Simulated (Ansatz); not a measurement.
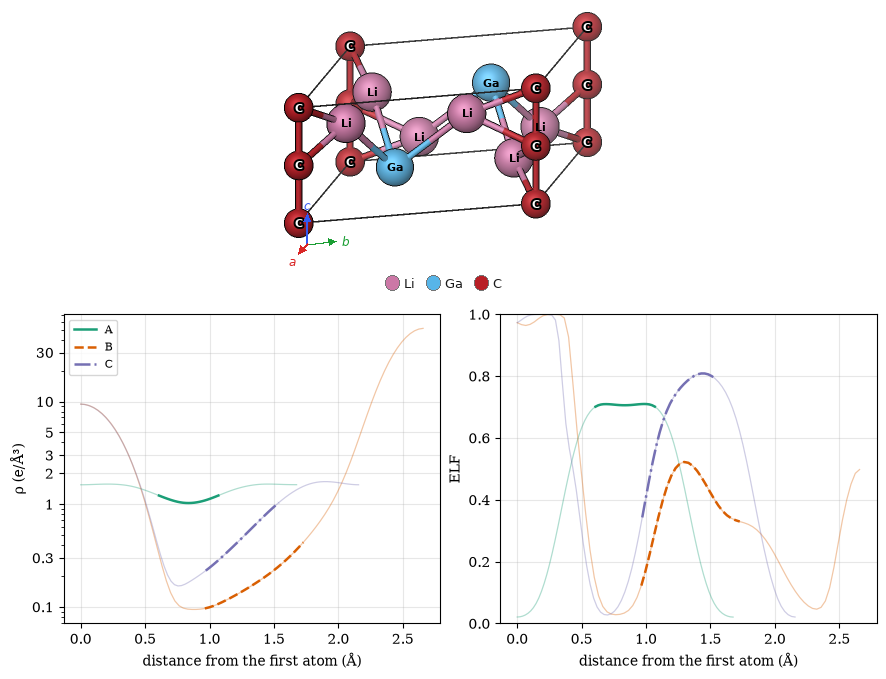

Figure. Li$_{3}$GaC. Valence charge density (pseudo) and electron localisation function along straight lines between neighbouring atoms. Thin, pale parts lie inside the atomic spheres. The structure is drawn too.

Space group P6₃/mmc; a structure generated by program, which may or may not match a known phase.

Method: DFT PBE, scalar-relativistic, plane waves, PAW in Ansatz 0.2.0.

The density is the valence pseudo-density of a PAW calculation; it isn't the true density close to the nuclei.

> Which curve belongs to which contact (C–C, Li–C and Li–Ga)? The first atom named is at distance zero.

Curve A: C–C (1.68 Å): the density is about 1 e/Å³ at the midpoint; the ELF peaks at about 0.70 between the atoms. Curve B: Li–Ga (2.66 Å): the density is about 0.16 e/Å³ at the midpoint; the ELF reaches about 0.50 near the midpoint. Curve C: Li–C (2.16 Å): ρ at the midpoint is about 0.29 e/Å³; the ELF peaks at about 0.80 in the valence shell of C, 0.7 Å from its nucleus, and is about 0.55 at the midpoint.
